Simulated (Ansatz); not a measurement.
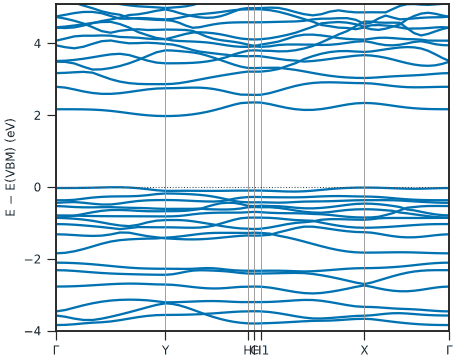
Figure: Band structure from plane-wave PAW r²SCAN+D4 (Ansatz code)

The gap is 1.97 eV; an edge lies off the plotted path or next to a special point (maximum off the standard path, minimum at Y).

The material is monolayer Tl₂GeSe₃ (P-1 in the vacuum cell, 12 atoms; Tl with 4 neighbours, Ge with 4 neighbours (tetrahedral), Se with 3 neighbours (trigonal pyramidal)).

The layer was cut from a bulk entry of the Materials Project (measured or hypothetical); whether that bulk phase is the ambient one, and whether the layer has been isolated, was not checked. The cell was relaxed with r²SCAN+D4 under the symmetry of its start; whether a distortion lowers the energy is not shown. Scalar-relativistic: spin–orbit coupling is off unless named, which matters more the heavier the elements.

Potentials: the later of the program's two PAW sets.
